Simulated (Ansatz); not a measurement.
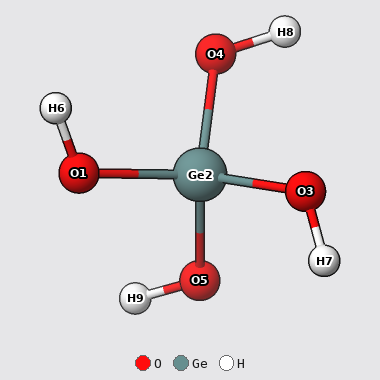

The system is GeH₄O₄, SMILES [OH][Ge]([OH])([OH])[OH]; the picture shows the reference structure. 
- First axis: bond length O1–Ge2. Second axis: dihedral H6–O1–Ge2–O3.
- Nothing is relaxed (all other coordinates rigid).
- The scan uses a 15 × 15 grid.
- Points are written as (first, second).
- Energies: eV, counted from the relaxed molecule at the same level.
- Level of theory: RHF/def2-SVP in Ansatz.

Its coordinates:

```yaml
atoms:
  - { symbol: O, position_ang: [-0.1094, 1.4831, -0.8959] }
  - { symbol: Ge, position_ang: [0.0000, 0.0000, 0.0000] }
  - { symbol: O, position_ang: [1.4881, -0.8713, -0.2013] }
  - { symbol: O, position_ang: [-1.2679, -1.0324, -0.5836] }
  - { symbol: O, position_ang: [-0.1107, 0.4207, 1.6807] }
  - { symbol: H, position_ang: [-0.4172, 1.4216, -1.7876] }
  - { symbol: H, position_ang: [2.2052, -0.6282, 0.3646] }
  - { symbol: H, position_ang: [-1.1440, -1.9634, -0.4762] }
  - { symbol: H, position_ang: [-0.6440, 1.1700, 1.8992] }
```

Range: bond length O1–Ge2 from 1.528 to 2.170 Å; dihedral H6–O1–Ge2–O3 from −180 to 156°.

Question: What landscape does the calculation give?

Answer: The lowest grid point is at (1.757 Å, 84°), 0.007 eV from the relaxed molecule at the same level. It is the only kind of minimum in the scanned range. The highest grid point, (2.170 Å, −132°), lies 1.77 eV above the lowest. On the interpolated surface the easiest way out of the lowest well to its copy in the next cell or period passes a barrier of about 0.19 eV, counted from the interpolated bottom of the well. Round the minimum the two coordinates are nearly uncoupled.

```tsv
dihedral H6–O1–Ge2–O3 ↓, bond length O1–Ge2 →	1.528	1.574	1.620	1.665	1.711	1.757	1.803	1.849	1.895	1.941	1.987	2.032	2.078	2.124	2.170
156	1.19	0.71	0.39	0.21	0.12	0.11	0.16	0.27	0.41	0.59	0.79	1.00	1.23	1.47	1.71
132	1.13	0.65	0.34	0.15	0.06	0.06	0.11	0.22	0.37	0.55	0.75	0.96	1.19	1.43	1.68
108	1.08	0.61	0.29	0.11	0.02	0.02	0.08	0.19	0.34	0.52	0.72	0.94	1.17	1.41	1.66
84	1.07	0.59	0.28	0.10	0.01	0.01	0.07	0.18	0.33	0.51	0.71	0.93	1.16	1.40	1.65
60	1.08	0.61	0.29	0.11	0.03	0.02	0.08	0.19	0.34	0.52	0.72	0.94	1.17	1.41	1.66
36	1.12	0.65	0.33	0.15	0.06	0.05	0.11	0.22	0.37	0.54	0.75	0.96	1.19	1.43	1.67
12	1.17	0.69	0.37	0.18	0.09	0.09	0.14	0.25	0.39	0.57	0.77	0.98	1.21	1.45	1.69
−12	1.20	0.72	0.40	0.21	0.12	0.11	0.17	0.27	0.42	0.59	0.79	1.00	1.23	1.47	1.71
−36	1.21	0.74	0.42	0.23	0.14	0.13	0.18	0.29	0.43	0.61	0.81	1.02	1.24	1.48	1.72
−60	1.22	0.74	0.42	0.24	0.15	0.14	0.19	0.30	0.44	0.62	0.82	1.03	1.26	1.49	1.74
−84	1.23	0.75	0.44	0.25	0.16	0.15	0.21	0.31	0.46	0.63	0.83	1.04	1.27	1.51	1.75
−108	1.26	0.78	0.46	0.27	0.18	0.17	0.23	0.33	0.48	0.65	0.85	1.06	1.29	1.52	1.76
−132	1.29	0.80	0.48	0.29	0.20	0.19	0.24	0.35	0.49	0.66	0.86	1.07	1.30	1.53	1.77
−156	1.28	0.80	0.48	0.29	0.20	0.18	0.24	0.34	0.48	0.66	0.85	1.06	1.29	1.53	1.77
−180	1.24	0.76	0.44	0.26	0.16	0.15	0.21	0.31	0.46	0.63	0.83	1.04	1.27	1.50	1.74
```

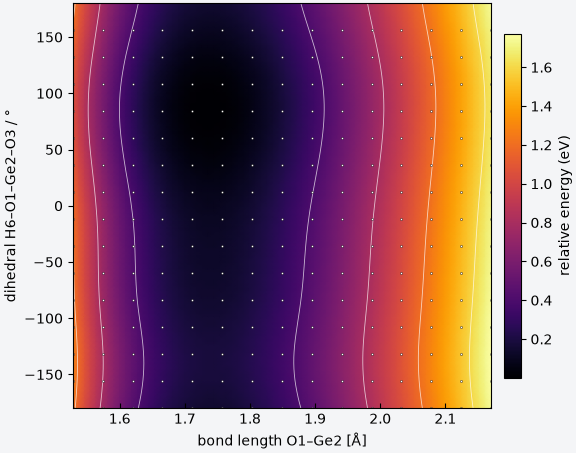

The picture shows a smooth colour map with a few white contour lines, dots at the grid points. Between grid points the surface is interpolated.

Each point was launched as `ansatz run input.yaml --threads 1 --pin off --max-ram 2560MiB --backend cpu --events-out ev --progress --plain --runs-dir out`. Time for the 225 points that were run: 9.8 min on 1 thread of Arm Neoverse V1, on a shared host.
